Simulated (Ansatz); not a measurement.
RuIBr: geometry relaxation (part 2 of 2)

The same run, continued: RuIBr (slab, 3 atoms in the cell); DFT, PBEsol, plane waves, PAW, no spin polarisation (Ansatz 0.2.0); cutoff 420 eV, 12×12×1 k-mesh, Fermi–Dirac smearing of 0.02 eV. The geometry comes from this level: PBE.

Geometry of the input (Å; fractional positions):
```
3.7605  0.0000  0.0000
-1.8802  3.2567  0.0000
0.0000  0.0000  30.9650
Ru 0.3333  0.6667  0.2846
Br 0.6667  0.3333  0.3460
I  0.6667  0.3333  0.2414
```

### Output, continued
```
SCF iter   1: F=—  HF=-15984.176338 eV  |F-HF|=—  |Δ(HF+E_count)|=         —  Δρ=2.12e-5  dr2=2.85e-7  ethr=1.20e-6  ⟨swp⟩=4.6  Hψ=5598  notcnv=0
eigensolver tolerance schedule: the retry pair's looser diagonalisation over-reported the residual by 1684.49 of it (diagonalisation noise at 1.88 of the residual, at the tolerance the schedule requests for it); recorded, not acted on — ethr = c·dr2/N_el stays at c = 1.0e-1
preconditioner: auto → Resta (q_TF=auto, 1.887 Å⁻¹)  ε∞=2.3  [insulator: Δε(μ)=0.560 eV  Ē_g=7.961 eV  σ=0.020 eV  W_gap=1.00  n_scr=18 (ndim 8)  ℏωp=9.1 eV  f_vac=0.771  D(μ)=0.00/eV (n_scr^D=0)  ε∞_Penn≈2.3  vacuum switching on, ρ_ref=4.6e-3 e/Å³]
SCF iter   2: F=—  HF=-15984.176427 eV  |F-HF|=—  |Δ(HF+E_count)|=   8.89e-5  Δρ=1.04e-5  dr2=1.49e-7  ethr=7.12e-10  ⟨swp⟩=5.2  Hψ=1546  notcnv=0
SCF iter   3: F=—  HF=-15984.176427 eV  |F-HF|=—  |Δ(HF+E_count)|=   5.58e-8  Δρ=5.36e-6  dr2=2.10e-7  ethr=3.73e-10  ⟨swp⟩=3.6  Hψ=962  notcnv=0
SCF iter   4: F=—  HF=-15984.176427 eV  |F-HF|=—  |Δ(HF+E_count)|=   1.18e-8  Δρ=1.42e-6  dr2=2.76e-9  ethr=3.73e-10  ⟨swp⟩=2.2  Hψ=576  notcnv=0
SCF iter   5: F=—  HF=-15984.176427 eV  |F-HF|=—  |Δ(HF+E_count)|=   1.55e-9  Δρ=3.37e-7  dr2=1.74e-10  ethr=6.90e-12  ⟨swp⟩=3.5  Hψ=1075  notcnv=0
SCF iter   6: F=—  HF=-15984.176427 eV  |F-HF|=—  |Δ(HF+E_count)|=  1.64e-10  Δρ=1.78e-7  dr2=2.24e-10  ethr=1.00e-12  ⟨swp⟩=3.2  Hψ=784  notcnv=0
SCF iter   7: F=—  HF=-15984.176427 eV  |F-HF|=—  |Δ(HF+E_count)|=  3.64e-12  Δρ=7.43e-8  dr2=5.59e-11  ethr=1.00e-12  ⟨swp⟩=2.2  Hψ=574  notcnv=0
SCF iter   8: F=-15984.176427 eV  HF=-15984.176427 eV  |F-HF|=4.00e-11  |Δ(HF+E_count)|=  2.55e-11  Δρ=3.08e-8  dr2=7.35e-12  ethr=1.00e-12  ⟨swp⟩=11.3  Hψ=3005  notcnv=0
SCF 6 converged in 8 iterations: F = -15984.176427 eV  dr2 = 7.35e-12
relax step   6: F+E_penalty+E_count = -15984.17642703 eV  Δ(F+E_penalty+E_count) = +5.030e-4 eV  max|allowed force component| = 6.664e-4 eV/Å  Δτ_max = 0.0000 Å  P = +0.004 N/m  Ω = 365.611 Å³  fix = [c, alpha, beta]  reactions: c +0.000 N/m  stress off target by 3.69e-3 N/m on what of the cell is left free  SCF on the basis re-selected at this cell (its energy is not comparable with the rows above)  (8 SCF iters)
```

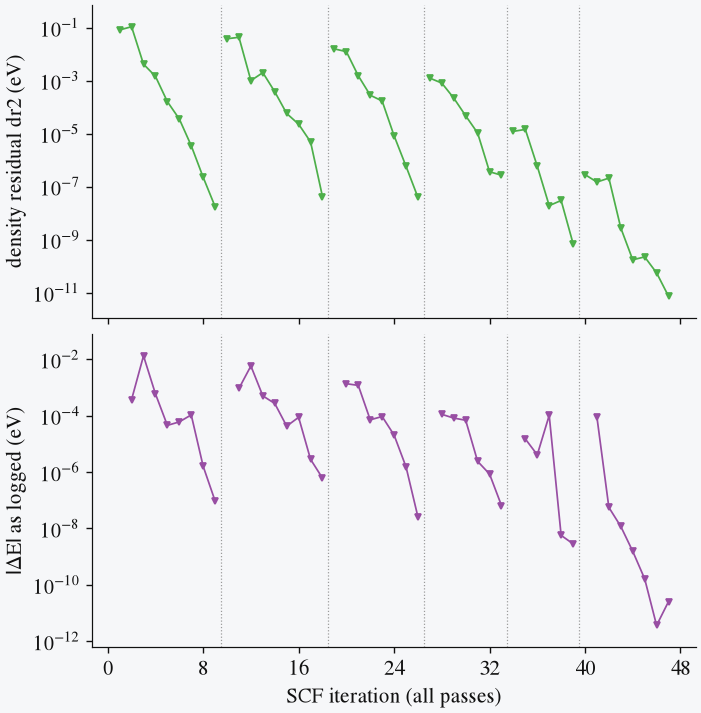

*Convergence of the self-consistent field: density residual dr2 and size of the energy change against the SCF iteration. The dotted lines part the SCF passes of the relaxation: geometry steps, rejected trials and re-solves on a re-selected basis.*

The 6 passes take 6 to 9 iterations each, 47 in all.

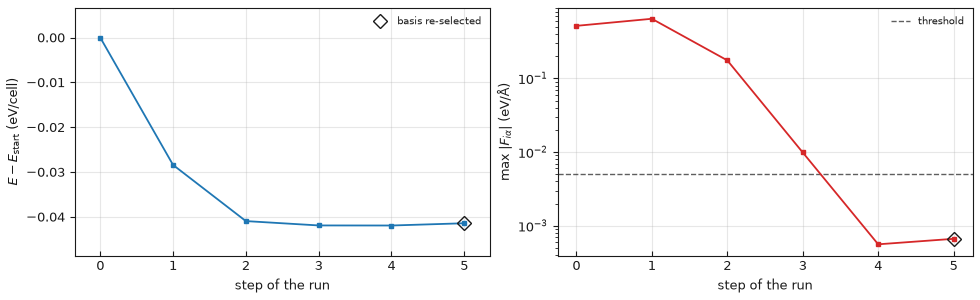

*Progress of the relaxation, step by step (the first geometry is step 0 here and step 1 in the log).*

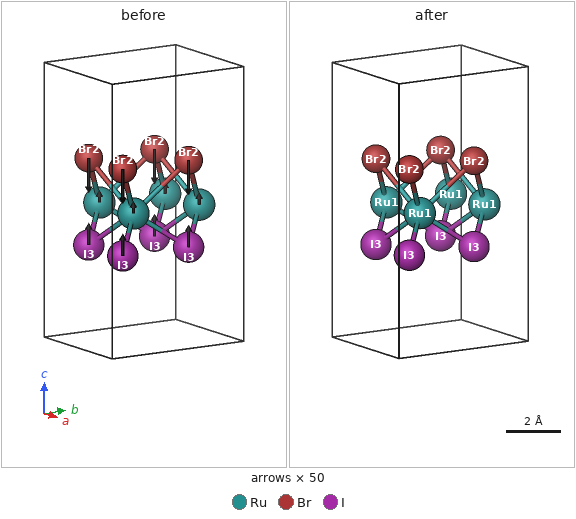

*Before (left) and after (right) the relaxation, at one scale (ball-and-stick view of the 2 × 2 repeat of the cell, with the vacuum cut short, seen slightly off an axis). The black arrows give the displacements (without the part carried along by the change of the cell), magnified 50 times.*

Over 4 geometry steps the energy falls by 41.9 meV per cell of the calculation. Largest force component: 0.52 eV/Å at the start, 0.00067 eV/Å at the end. The largest move relative to the cell is that of Br2, 0.026 Å. Largest moves by element: Br 0.026 Å, I 0.017 Å, Ru 0.009 Å. In the plane the drawn cell goes a 7.521 → 7.385 Å (−1.8 %), b 7.521 → 7.385 Å (−1.8 %). Distances before and after: Ru1–Br2 2.887 → 2.834 Å, Ru1–I3 2.550 → 2.513 Å. A last SCF at the same geometry on a re-selected plane-wave basis shifts the energy by +0.5 meV per cell of the calculation. (Atoms are counted from 1 in the order of the input.)

```
basis re-selected at this cell: Δ(F+E_penalty+E_count) = +5.030e-4 eV, ΔP = +0.003 N/m vs the last step (what re-selecting the basis moved, of the pressure what is left beyond the Pulay correction that the steps carried, after the strain that the cell walked since its last selection, with what the two solves' SCF thresholds leave and, on support functions, any second-order correction that the steps lacked; it is no measure of the basis error at this ecutwfc). The dense FFT grid was sized anew with the basis: this SCF ran on 25×25×216 points, the steps before it on 27×27×216, so part of this shift can come from that change (see relax.cell in the input reference). This SCF's stress stands 3.69e-3 N/m from its target on what of the cell is left free (relax.cell.stress_2d_tol is 5.00e-2 N/m) and its largest allowed force component is 6.66e-4 eV/Å (relax.f_tol is 5.00e-3 eV/Å): within both
SCF converged after 8 iterations
Free energy (F): -15984.176427 eV
Harris-Foulkes:  -15984.176427 eV  (|F-HF|=4.00e-11)
Internal energy: -15984.176427 eV  (E = F + TS)
E sigma→0 (E₀):  -15984.176427 eV
Entropy (-TS):   -0.000000 eV (-0.000 meV/atom)
Fermi energy:    -4.311640 eV
--- Per-component energies (eV) ---
  E_band       = -1168.528826
  E_kinetic    = 840.437963
  E_local      = -81367.150085  (includes V_loc(G=0)·N_el)
  E_nonlocal   = 331.628781
  E_hartree    = 40075.088414
  E_xc         = -576.547827
  E_vxc        = -468.927301  (∫ρ·V_xc dr)
  E_paw        = -10341.610618  (= ΣΔE_a)
  E_vpaw       = -654.694524  (= ΣTr[D̂ρ^β])
  E_aug_tail   = -0.000167  (compensation charges beyond the density's cutoff)
  E_ewald      = 35053.219405
  E_core_change = 0.757708  (= ΣΔE_core)
  E_smearing   = -0.000000  (= −TS)
  E_closure    = 0.000000  (closes the sum)
  Σ components = -15984.176427   (vs F -15984.176427, Δ=0.00e0)
--- Forces (eV/Å), atoms counted from 1 ---
  atom   1  Ru     0.00000000     0.00000000     0.00066660
  atom   2  Br     0.00000000    -0.00000000    -0.00021849
  atom   3  I     -0.00000000    -0.00000000    -0.00044755
  max |Σ_I F_I| component: 5.58e-7 eV/Å
--- 2D stress c σ (N/m, compression-positive) ---
        0.003688       0.000000       0.000000
        0.000000       0.003688      -0.000000
        0.000000      -0.000000       0.000000
  P = ½ c Tr σ = 0.0037 N/m
--- Band table (eV; the first three rows and the last of 19) ---
  k-point 0: bands = ["-76.8405", "-51.5487", "-51.5487", "-51.4908", "-51.4908", "-51.4654", "-47.0917", "-46.8283", "-46.8283", "-20.2954", "-19.4363", "-10.9788", "-9.1012", "-9.1012", "-7.3141", "-7.1839", "-7.1839", "-5.5985", "-4.9032", "-4.9032", "-3.3175", "-3.3175", "-1.8557", "-1.0607"]
  k-point 1: bands = ["-76.8404", "-51.5485", "-51.5482", "-51.4909", "-51.4909", "-51.4652", "-47.0910", "-46.8311", "-46.8288", "-20.2445", "-19.4081", "-10.9116", "-9.2823", "-9.1018", "-7.4874", "-7.2285", "-7.1009", "-5.6865", "-5.0144", "-4.8900", "-3.5494", "-3.3517", "-1.6287", "-0.8470"]
  k-point 2: bands = ["-76.8402", "-51.5480", "-51.5470", "-51.4913", "-51.4910", "-51.4645", "-47.0889", "-46.8389", "-46.8304", "-20.1017", "-19.3281", "-10.7339", "-9.7338", "-9.1183", "-7.8074", "-7.3089", "-7.1197", "-5.9332", "-5.1548", "-4.8989", "-3.8584", "-3.4092", "-1.2447", "-0.3288"]
  k-point 18: bands = ["-76.8390", "-51.5436", "-51.5426", "-51.4946", "-51.4901", "-51.4614", "-47.0783", "-46.8665", "-46.8483", "-19.3613", "-18.8420", "-10.9760", "-10.5305", "-9.7022", "-8.6485", "-8.2212", "-7.6115", "-6.3059", "-5.8186", "-4.5716", "-3.9596", "-3.5066", "-0.3781", "0.0424"]
  the weakly bound empty levels are not read free of the cell's end (no_gap_told)
--- Relaxed structure (5 steps of the walk, 5 accepted, 1 SCFs on fresh bases) ---
  F+E_penalty+E_count = -15984.17642703 eV   max|allowed force component| = 6.664e-4 eV/Å   (the final SCF, on the basis selected at the relaxed cell)
  cell:  # Å, volume = 365.6110 Å³
    - [3.6924010267633007, 2.834485447138593e-11, -1.1577113962541494e-80]
    - [-1.8462005134061976, 3.1977130901225914, 6.085358256435649e-81]
    - [-9.53293733275395e-80, 2.8220295717004043e-81, 30.9649853632]
  atoms:
    - { symbol: Ru, position: [0.33333333333333326, 0.6666666666666667, 0.284879964877486] }
    - { symbol: Br, position: [0.6666666666666667, 0.33333333333333337, 0.3451759932505503] }
    - { symbol: I, position: [0.6666666666666667, 0.33333333333333337, 0.24189665817196357] }
```

### Trajectory as extended XYZ (Å, eV, eV/Å), 6 frames, from step=1 to step=6
```
3
Lattice="3.7605 0.0000 0.0000 -1.8802 3.2567 0.0000 0.0000 0.0000 30.9650" Properties=species:S:1:pos:R:3:forces:R:3 step=1 energy=-15984.13499
Ru    0.0000    2.1711    8.8119    0.0000   0.0000  -0.1729
Br    1.8802    1.0856   10.7146    0.0000   0.0000  -0.3433
I     1.8802    1.0856    7.4736    0.0000   0.0000   0.5162
3
Lattice="3.7029 0.0000 0.0000 -1.8514 3.2068 0.0000 0.0000 0.0000 30.9650" Properties=species:S:1:pos:R:3:forces:R:3 step=2 energy=-15984.16341
Ru    0.0000    2.1379    8.8121    0.0000   0.0000   0.4962
Br    1.8514    1.0689   10.6654    0.0000   0.0000   0.1475
I     1.8514    1.0689    7.5226    0.0000   0.0000  -0.6438
3
Lattice="3.6869 0.0000 0.0000 -1.8435 3.1930 0.0000 0.0000 0.0000 30.9650" Properties=species:S:1:pos:R:3:forces:R:3 step=3 energy=-15984.17594
Ru    0.0000    2.1286    8.8281    0.0000   0.0000  -0.1756
Br    1.8435    1.0643   10.6864    0.0000   0.0000   0.0453
I     1.8435    1.0643    7.4856    0.0000   0.0000   0.1303
3
Lattice="3.6930 0.0000 0.0000 -1.8465 3.1983 0.0000 0.0000 0.0000 30.9650" Properties=species:S:1:pos:R:3:forces:R:3 step=4 energy=-15984.17692
Ru    0.0000    2.1322    8.8209    0.0000   0.0000   0.0023
Br    1.8465    1.0661   10.6893    0.0000   0.0000  -0.0100
I     1.8465    1.0661    7.4898    0.0000   0.0000   0.0074
3
Lattice="3.6924 0.0000 0.0000 -1.8462 3.1977 0.0000 0.0000 0.0000 30.9650" Properties=species:S:1:pos:R:3:forces:R:3 step=5 energy=-15984.17693
Ru    0.0000    2.1318    8.8213    0.0000   0.0000   0.0006
Br    1.8462    1.0659   10.6884    0.0000   0.0000  -0.0002
I     1.8462    1.0659    7.4903    0.0000   0.0000  -0.0004
3
Lattice="3.6924 0.0000 0.0000 -1.8462 3.1977 0.0000 0.0000 0.0000 30.9650" Properties=species:S:1:pos:R:3:forces:R:3 step=6 energy=-15984.17643
Ru    0.0000    2.1318    8.8213    0.0000   0.0000   0.0007
Br    1.8462    1.0659   10.6884    0.0000   0.0000  -0.0002
I     1.8462    1.0659    7.4903    0.0000   0.0000  -0.0004
```

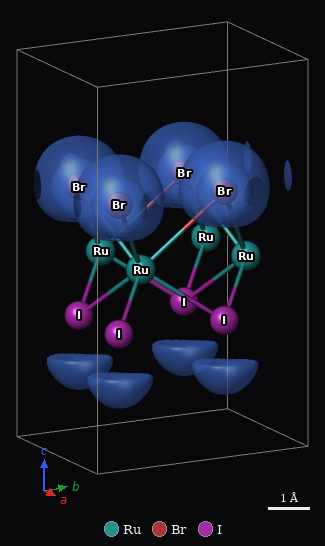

*Isosurface of the ELF at 0.8 (blue), seen slightly off an axis. Core shells and regions of very low density are left out. Sticks mark near contacts.*

Along the contacts the grid gives the following. Ru–I (2.51 Å): the ELF is about 0.50 at the midpoint. Ru–Br (2.83 Å): the ELF peaks at about 0.85 in the valence shell of Br, 0.9 Å from its nucleus, and drops to about 0.15 between the two atoms. In a PAW calculation such maps are meaningful between the atoms, not at the nuclei.

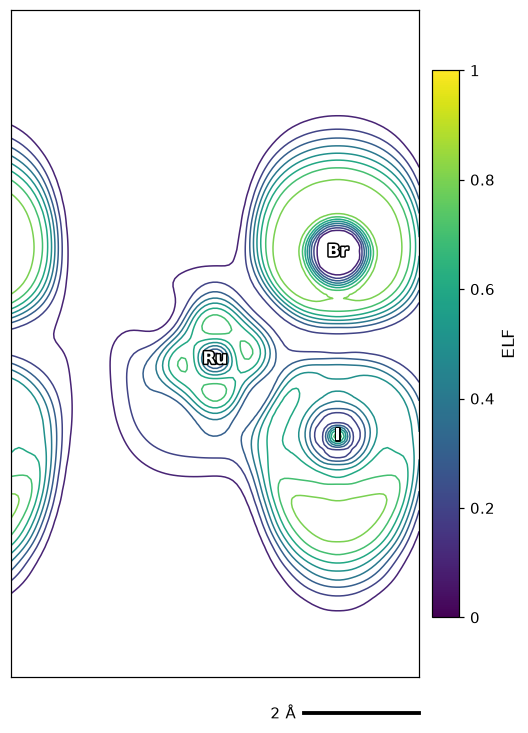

*Electron localisation function on the (110) plane of the calculation cell, a cut from vacuum to vacuum.*

Atoms in the plane: Ru, Br and I. Ru–I (2.51 Å): the ELF is about 0.50 at the midpoint. Ru–Br (2.83 Å): the ELF peaks at about 0.85 in the valence shell of Br, 0.9 Å from its nucleus, and drops to about 0.15 between the two atoms. The strong features right at Ru lie inside the PAW spheres (semicore, d or f shells) and say nothing about bonding.

### Summary

| quantity | value |
| --- | --- |
| outcome | converged |
| electrons treated | 40 |
| free energy | −15984.1764 eV |
| Fermi energy | −4.312 eV |
| band gap | 0.56 eV |
| final volume | 365.61 Å³ |
| largest force (length of the vector) at the end | 0.001 eV/Å |
| hardware | 4 threads of Arm Neoverse V2, 24 GiB of memory available, shared host |
| wall time | 26 s (CPU time 1.7 min) |
| peak memory | 0.7 GiB |
